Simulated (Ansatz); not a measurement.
# GeNHO (triplet): B2PLYP, RPA-PBE over vertical spin and charge gaps, cc-pVDZ

How well do these functionals follow the top wave-function level for GeNHO (triplet) over vertical spin and charge gaps?

The runs use Ansatz 0.2.0, Gaussian basis; cc-pVDZ, all electrons in the functionals, frozen cores in the correlation of double hybrids and RPA.

To be run: B2PLYP, RPA-PBE, at charge 0, triplet; charge 0, singlet; charge 0, quintet; charge 1, doublet; charge 1, quartet.

4 further runs of the same task are left out: 4 set aside as unsound or not needed. Runs told in other sessions of the task aren't counted.

## Step 1: The system

The geometry is a PBE0/def2-TZVP stationary point (not a proven minimum). No spin-orbit coupling is included. The filled d shell of Ge may be among the frozen orbitals whatever the setting's name suggests.

4 atoms, charge 0, spin multiplicity 3.

Atoms are counted from 1 here; the program's logs count them from 0.

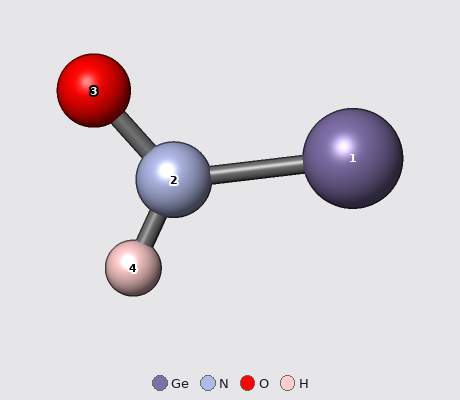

The geometry (germanium purple, nitrogen light blue, oxygen red, hydrogen pink); atoms are numbered from 1 in the order of the file.

No dispersion term is added.

The geometry shown and the zero of energy belong to the point charge 0, triplet. The yardstick, UCCSDT(Q), and other wave-function levels (R restricted, U unrestricted, valence and pair active spaces) come from earlier runs.

## Step 2: B2PLYP, charge 0, triplet

The input, in.yaml:

```yaml
crystal:
  periodic: [false, false, false]
  atoms:
    - {symbol: Ge, position_ang: [0.000000, -0.025947, 0.700947]}
    - {symbol: N, position_ang: [0.000000, 0.451213, -1.136597]}
    - {symbol: O, position_ang: [0.000000, -0.367597, -2.096981]}
    - {symbol: H, position_ang: [0.000000, 1.434737, -1.434984]}
basis:
  gaussian: {orbitals: cc-pVDZ}
magnetization: {spin_polarized: true, initial_magnetization: 2}
hamiltonian: {xc: {name: B2PLYP}}
correlation: {electrons: outside_noble_gas}
```

Started as:

```console
ansatz run in.yaml --threads 1 --pin off --events-out ev --progress --plain --max-ram 4096MiB --backend cpu
```

The program printed:

```text
Functional definition: B2PLYP
  name "B2PLYP"
  cite "Grimme, J. Chem. Phys. 124, 034108 (2006) doi:10.1063/1.2148954"
  cite "Becke, Phys. Rev. A 38, 3098 (1988) doi:10.1103/PhysRevA.38.3098"
  cite "Lee, Yang & Parr, Phys. Rev. B 37, 785 (1988) doi:10.1103/PhysRevB.37.785"
  parameter a = 0.53
  parameter c = 0.27
  exchange = (1 - a)*b88_x + a*exact_x
  correlation = (1 - c)*lyp_c + c*(mp2_os + mp2_ss)
638 factors; integrals over basis functions are off by at most 1.4e-3 eV
mean field evaluation 1: about -60047.2946 eV, gradient 2.1e1 eV
mean field evaluation 2: about -60047.3273 eV, gradient 2.1e1 eV
mean field evaluation 4: about -60049.4654 eV, gradient 2.4e0 eV
mean field evaluation 8: about -60049.5420 eV, gradient 7.7e-1 eV
mean field evaluation 16: about -60049.5592 eV, gradient 2.5e-3 eV
mean field evaluation 32: about -60049.5558 eV, gradient 3.6e-1 eV
mean field -60049.55920220 eV, -2206.7805976276 hartree, gradient 3.9e-6 eV, S^2 2.015090; 4 other end points of the search recorded, 0 dependent functions left out
16 core orbitals not correlated: weight in the atoms' cores, before any rotation towards them, 0.997 or more for the frozen orbitals, at most 0.004 for the correlated occupied ones
reference -60049.55931630 eV, -2206.7806018208 hartree; 9, 7 occupied and 35, 37 virtual orbitals, 638 factors
second order -13.16789764 eV of doubles, -0.00000000 eV of singles
Total energy: -60053.11464866 eV, -2206.9112578753 hartree
```

Wall time 4 s (1 thread of AMD EPYC 7R13, shared host).

From the report: ⟨S²⟩ of the determinant 2.015 (pure triplet: 2.00).

## Step 3: B2PLYP, charge 0, singlet

in.yaml, as its differences from that of step 2:

```diff
@@ -9,3 +9,3 @@
   gaussian: {orbitals: cc-pVDZ}
-magnetization: {spin_polarized: true, initial_magnetization: 2}
+magnetization: {spin_polarized: true, initial_magnetization: 0}
 hamiltonian: {xc: {name: B2PLYP}}
```

The command is unchanged.

The program printed, cut to the lines that bear on the results:

```text
Functional definition: B2PLYP
  name "B2PLYP"
  cite "Grimme, J. Chem. Phys. 124, 034108 (2006) doi:10.1063/1.2148954"
  cite "Becke, Phys. Rev. A 38, 3098 (1988) doi:10.1103/PhysRevA.38.3098"
  cite "Lee, Yang & Parr, Phys. Rev. B 37, 785 (1988) doi:10.1103/PhysRevB.37.785"
[...]
638 factors; integrals over basis functions are off by at most 1.4e-3 eV
[...]
mean field -60049.50023425 eV, -2206.7784305953 hartree, gradient 4.6e-6 eV, S^2 1.010964; 9 other end points of the search recorded, 0 dependent functions left out
16 core orbitals not correlated: weight in the atoms' cores, before any rotation towards them, 0.997 or more for the frozen orbitals, at most 0.004 for the correlated occupied ones
reference -60049.50034814 eV, -2206.7784347807 hartree; 8, 8 occupied and 36, 36 virtual orbitals, 638 factors
second order -13.09686338 eV of doubles, -0.00000000 eV of singles
Total energy: -60053.03650125 eV, -2206.9083860107 hartree
```

It took 14 s on 1 thread of AMD EPYC 7R13, shared host.

From the report: ⟨S²⟩ of the determinant 1.011 (pure singlet: 0.00). The determinant of B2PLYP (⟨S²⟩ 1.01) is far from a pure spin state, so its energy mixes those of several spin states; that is harmless only where they are near-degenerate.

From charge 0, triplet: +0.078 eV.

## Step 4: B2PLYP, charge 0, quintet

in.yaml, as its differences from that of step 3:

```diff
@@ -9,3 +9,3 @@
   gaussian: {orbitals: cc-pVDZ}
-magnetization: {spin_polarized: true, initial_magnetization: 0}
+magnetization: {spin_polarized: true, initial_magnetization: 4}
 hamiltonian: {xc: {name: B2PLYP}}
```

Launched as before.

The program printed, cut to the lines that bear on the results:

```text
Functional definition: B2PLYP
  name "B2PLYP"
  cite "Grimme, J. Chem. Phys. 124, 034108 (2006) doi:10.1063/1.2148954"
  cite "Becke, Phys. Rev. A 38, 3098 (1988) doi:10.1103/PhysRevA.38.3098"
  cite "Lee, Yang & Parr, Phys. Rev. B 37, 785 (1988) doi:10.1103/PhysRevB.37.785"
[...]
638 factors; integrals over basis functions are off by at most 1.4e-3 eV
[...]
mean field -60046.81143168 eV, -2206.6796189235 hartree, gradient 3.0e-6 eV, S^2 6.015658; 2 other end points of the search recorded, 0 dependent functions left out
16 core orbitals not correlated: weight in the atoms' cores, before any rotation towards them, 0.651 or more for the frozen orbitals, at most 0.398 for the correlated occupied ones
reference -60046.81153959 eV, -2206.6796228892 hartree; 10, 6 occupied and 34, 38 virtual orbitals, 638 factors
second order -13.16588123 eV of doubles, -0.00000000 eV of singles
Total energy: -60050.36632752 eV, -2206.8102589362 hartree
```

Wall time 4.1 s (1 thread of AMD EPYC 7R13, shared host).

From the report: ⟨S²⟩ of the determinant 6.016 (pure quintet: 6.00).

From charge 0, triplet: +2.748 eV.

## Step 5: B2PLYP, charge 1, doublet

in.yaml, as its differences from that of step 4:

```diff
@@ -9,3 +9,4 @@
   gaussian: {orbitals: cc-pVDZ}
-magnetization: {spin_polarized: true, initial_magnetization: 4}
+total_charge: 1
+magnetization: {spin_polarized: true, initial_magnetization: 1}
 hamiltonian: {xc: {name: B2PLYP}}
```

The command is unchanged.

The program printed, cut to the lines that bear on the results:

```text
Functional definition: B2PLYP
  name "B2PLYP"
  cite "Grimme, J. Chem. Phys. 124, 034108 (2006) doi:10.1063/1.2148954"
  cite "Becke, Phys. Rev. A 38, 3098 (1988) doi:10.1103/PhysRevA.38.3098"
  cite "Lee, Yang & Parr, Phys. Rev. B 37, 785 (1988) doi:10.1103/PhysRevB.37.785"
[...]
638 factors; integrals over basis functions are off by at most 1.4e-3 eV
[...]
mean field -60042.10311251 eV, -2206.5065913856 hartree, gradient 5.5e-6 eV, S^2 0.783585; 4 other end points of the search recorded, 0 dependent functions left out
16 core orbitals not correlated: weight in the atoms' cores, before any rotation towards them, 0.997 or more for the frozen orbitals, at most 0.002 for the correlated occupied ones
reference -60042.10322592 eV, -2206.5065955534 hartree; 8, 7 occupied and 36, 37 virtual orbitals, 638 factors
second order -13.18304251 eV of doubles, -0.00000000 eV of singles
Total energy: -60045.66264740 eV, -2206.6374018800 hartree
```

Run time: 8 s. Hardware: 1 thread of AMD EPYC 7R13, shared host.

From the report: ⟨S²⟩ of the determinant 0.784 (pure doublet: 0.75).

From charge 0, triplet: +7.452 eV.

## Step 6: B2PLYP, charge 1, quartet

in.yaml, as its differences from that of step 5:

```diff
@@ -10,3 +10,3 @@
 total_charge: 1
-magnetization: {spin_polarized: true, initial_magnetization: 1}
+magnetization: {spin_polarized: true, initial_magnetization: 3}
 hamiltonian: {xc: {name: B2PLYP}}
```

Same command.

The program printed, cut to the lines that bear on the results:

```text
Functional definition: B2PLYP
  name "B2PLYP"
  cite "Grimme, J. Chem. Phys. 124, 034108 (2006) doi:10.1063/1.2148954"
  cite "Becke, Phys. Rev. A 38, 3098 (1988) doi:10.1103/PhysRevA.38.3098"
  cite "Lee, Yang & Parr, Phys. Rev. B 37, 785 (1988) doi:10.1103/PhysRevB.37.785"
[...]
638 factors; integrals over basis functions are off by at most 1.4e-3 eV
[...]
mean field -60040.61133905 eV, -2206.4517697220 hartree, gradient 1.7e-6 eV, S^2 3.765912; 3 other end points of the search recorded, 0 dependent functions left out
16 core orbitals not correlated: weight in the atoms' cores, before any rotation towards them, 0.955 or more for the frozen orbitals, at most 0.060 for the correlated occupied ones
reference -60040.61145279 eV, -2206.4517739019 hartree; 9, 6 occupied and 35, 38 virtual orbitals, 638 factors
second order -12.29333150 eV of doubles, -0.00000000 eV of singles
Total energy: -60043.93065230 eV, -2206.5737522339 hartree
```

It took 4.6 s on 1 thread of AMD EPYC 7R13, shared host.

From the report: ⟨S²⟩ of the determinant 3.766 (pure quartet: 3.75).

From charge 0, triplet: +9.184 eV.

## Step 7: RPA-PBE, charge 0, triplet

in.yaml, as its differences from that of step 6:

```diff
@@ -9,5 +9,4 @@
   gaussian: {orbitals: cc-pVDZ}
-total_charge: 1
-magnetization: {spin_polarized: true, initial_magnetization: 3}
-hamiltonian: {xc: {name: B2PLYP}}
-correlation: {electrons: outside_noble_gas}
+magnetization: {spin_polarized: true, initial_magnetization: 2}
+hamiltonian: {xc: {name: PBE}}
+correlation: {method: rpa, electrons: outside_noble_gas}
```

Same command.

The program printed, cut to the lines that bear on the results:

```text
Functional definition: PBE
  name "PBE"
  cite "Perdew, Burke & Ernzerhof, Phys. Rev. Lett. 77, 3865 (1996) doi:10.1103/PhysRevLett.77.3865"
  parent pbe
[...]
638 factors; integrals over basis functions are off by at most 1.4e-3 eV
[...]
mean field -60055.57348576 eV, -2207.0016184719 hartree, gradient 1.7e-6 eV, S^2 2.004707; 10 other end points of the search recorded, 0 dependent functions left out
16 core orbitals not correlated: weight in the atoms' cores, before any rotation towards them, 0.989 or more for the frozen orbitals, at most 0.015 for the correlated occupied ones
reference -60003.60976635 eV, -2205.0919870060 hartree; 9, 7 occupied and 35, 37 virtual orbitals, 638 factors
Total energy: -60021.01214789 eV, -2205.7315127317 hartree
```

Wall time 8.5 s (1 thread of AMD EPYC 7R13, shared host).

From the report: ⟨S²⟩ of the determinant 2.005 (pure triplet: 2.00).

## Step 8: RPA-PBE, charge 0, singlet

in.yaml, as its differences from that of step 7:

```diff
@@ -9,3 +9,3 @@
   gaussian: {orbitals: cc-pVDZ}
-magnetization: {spin_polarized: true, initial_magnetization: 2}
+magnetization: {spin_polarized: true, initial_magnetization: 0}
 hamiltonian: {xc: {name: PBE}}
```

The command is unchanged.

The program printed, cut to the lines that bear on the results:

```text
Functional definition: PBE
  name "PBE"
  cite "Perdew, Burke & Ernzerhof, Phys. Rev. Lett. 77, 3865 (1996) doi:10.1103/PhysRevLett.77.3865"
  parent pbe
[...]
638 factors; integrals over basis functions are off by at most 1.4e-3 eV
[...]
mean field -60055.69849295 eV, -2207.0062124015 hartree, gradient 1.5e-6 eV, S^2 0.411583; 16 other end points of the search recorded, 0 dependent functions left out
16 core orbitals not correlated: weight in the atoms' cores, before any rotation towards them, 0.995 or more for the frozen orbitals, at most 0.007 for the correlated occupied ones
reference -60002.18644631 eV, -2205.0396809593 hartree; 8, 8 occupied and 36, 36 virtual orbitals, 638 factors
Total energy: -60021.05377393 eV, -2205.7330424605 hartree
```

It took 13 s on 1 thread of AMD EPYC 7R13, shared host.

From the report: ⟨S²⟩ of the determinant 0.412 (pure singlet: 0.00).

From charge 0, triplet: -0.042 eV.

## Step 9: RPA-PBE, charge 0, quintet

in.yaml, as its differences from that of step 8:

```diff
@@ -9,3 +9,3 @@
   gaussian: {orbitals: cc-pVDZ}
-magnetization: {spin_polarized: true, initial_magnetization: 0}
+magnetization: {spin_polarized: true, initial_magnetization: 4}
 hamiltonian: {xc: {name: PBE}}
```

The command is unchanged.

The program printed, cut to the lines that bear on the results:

```text
Functional definition: PBE
  name "PBE"
  cite "Perdew, Burke & Ernzerhof, Phys. Rev. Lett. 77, 3865 (1996) doi:10.1103/PhysRevLett.77.3865"
  parent pbe
[...]
638 factors; integrals over basis functions are off by at most 1.4e-3 eV
[...]
mean field -60052.90402236 eV, -2206.9035175013 hartree, gradient 4.2e-6 eV, S^2 6.003291; 1 other end points of the search recorded, 0 dependent functions left out
16 core orbitals not correlated: weight in the atoms' cores, before any rotation towards them, 0.584 or more for the frozen orbitals, at most 0.478 for the correlated occupied ones
reference -60001.39747290 eV, -2205.0106867212 hartree; 10, 6 occupied and 34, 38 virtual orbitals, 638 factors
Total energy: -60018.36776618 eV, -2205.6343334964 hartree
```

Wall time 2.3 s (1 thread of AMD EPYC 7R13, shared host).

From the report: ⟨S²⟩ of the determinant 6.003 (pure quintet: 6.00).

From charge 0, triplet: +2.644 eV.

## Step 10: RPA-PBE, charge 1, doublet

in.yaml, as its differences from that of step 9:

```diff
@@ -9,3 +9,4 @@
   gaussian: {orbitals: cc-pVDZ}
-magnetization: {spin_polarized: true, initial_magnetization: 4}
+total_charge: 1
+magnetization: {spin_polarized: true, initial_magnetization: 1}
 hamiltonian: {xc: {name: PBE}}
```

The command is unchanged.

The program printed, cut to the lines that bear on the results:

```text
Functional definition: PBE
  name "PBE"
  cite "Perdew, Burke & Ernzerhof, Phys. Rev. Lett. 77, 3865 (1996) doi:10.1103/PhysRevLett.77.3865"
  parent pbe
[...]
638 factors; integrals over basis functions are off by at most 1.4e-3 eV
[...]
mean field -60048.10851943 eV, -2206.7272860192 hartree, gradient 5.1e-6 eV, S^2 0.754934; 10 other end points of the search recorded, 0 dependent functions left out
16 core orbitals not correlated: weight in the atoms' cores, before any rotation towards them, 0.995 or more for the frozen orbitals, at most 0.004 for the correlated occupied ones
reference -59996.17825754 eV, -2204.8188840945 hartree; 8, 7 occupied and 36, 37 virtual orbitals, 638 factors
Total energy: -60013.63217613 eV, -2205.4603037719 hartree
```

It took 12 s on 1 thread of AMD EPYC 7R13, shared host.

From the report: ⟨S²⟩ of the determinant 0.755 (pure doublet: 0.75).

From charge 0, triplet: +7.380 eV.

## Step 11: RPA-PBE, charge 1, quartet

in.yaml, as its differences from that of step 10:

```diff
@@ -10,3 +10,3 @@
 total_charge: 1
-magnetization: {spin_polarized: true, initial_magnetization: 1}
+magnetization: {spin_polarized: true, initial_magnetization: 3}
 hamiltonian: {xc: {name: PBE}}
```

The command is unchanged.

The program printed, cut to the lines that bear on the results:

```text
Functional definition: PBE
  name "PBE"
  cite "Perdew, Burke & Ernzerhof, Phys. Rev. Lett. 77, 3865 (1996) doi:10.1103/PhysRevLett.77.3865"
  parent pbe
[...]
638 factors; integrals over basis functions are off by at most 1.4e-3 eV
[...]
mean field -60046.39209861 eV, -2206.6642087174 hartree, gradient 2.2e-6 eV, S^2 3.753544; 7 other end points of the search recorded, 0 dependent functions left out
16 core orbitals not correlated: weight in the atoms' cores, before any rotation towards them, 0.947 or more for the frozen orbitals, at most 0.072 for the correlated occupied ones
reference -59995.02315340 eV, -2204.7764348002 hartree; 9, 6 occupied and 35, 38 virtual orbitals, 638 factors
Total energy: -60011.91005761 eV, -2205.3970170836 hartree
```

It took 4.6 s on 1 thread of AMD EPYC 7R13, shared host.

From the report: ⟨S²⟩ of the determinant 3.754 (pure quartet: 3.75).

From charge 0, triplet: +9.102 eV.

## Step 12: Against the wave-function levels

The yardstick is UCCSDT(Q), where the cluster series has nearly closed. It comes from earlier runs at the same points. Energies in eV, counted from charge 0, triplet; blanks weren't run or aren't comparable.

| level | triplet to singlet | triplet to quintet | ionisation to the doublet cation | ionisation to the quartet cation |
| --- | --- | --- | --- | --- |
| UCCSDT(Q) |  |  | 7.286 | 8.984 |
| B2PLYP | 0.078 | 2.748 | 7.452 | 9.184 |
| RPA-PBE | -0.042 | 2.644 | 7.380 | 9.102 |

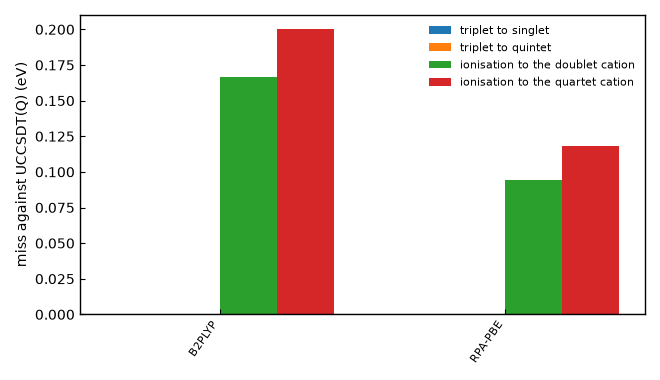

Misses of the gaps against UCCSDT(Q).

Largest miss and mean time a point (UCCSDT(Q) took 38 s a point; shared hosts):

| level | largest miss (eV) | where | time a point |
| --- | --- | --- | --- |
| B2PLYP | +0.200 | ionisation to the quartet cation | 7 s |
| RPA-PBE | +0.118 | ionisation to the quartet cation | 8.1 s |

## Step 13: Outcome

```
                                   quantity                                         value
ionisation to the doublet cation, UCCSDT(Q)                                      7.286 eV
ionisation to the quartet cation, UCCSDT(Q)                                      8.984 eV
                       largest miss, B2PLYP  +0.200 eV (ionisation to the quartet cation)
                      largest miss, RPA-PBE  +0.118 eV (ionisation to the quartet cation)
```

What this shows: Misses are known at 2 of 4 points at best, and only functionals with that many are ranked. Of the functionals, RPA-PBE keep the smallest largest miss at the points compared (at most 0.118 eV) and B2PLYP strays most (0.200 eV, at ionisation to the quartet cation). B2PLYP, RPA-PBE clearly break the spin symmetry at some points (⟨S²⟩ up to 1.01 above the pure value), so energy there is bought with a mixed spin. Functionals and the yardstick converge differently with the basis, so part of each miss in cc-pVDZ is the basis. The program flags that the yardstick's amplitudes may have other solutions at some points.
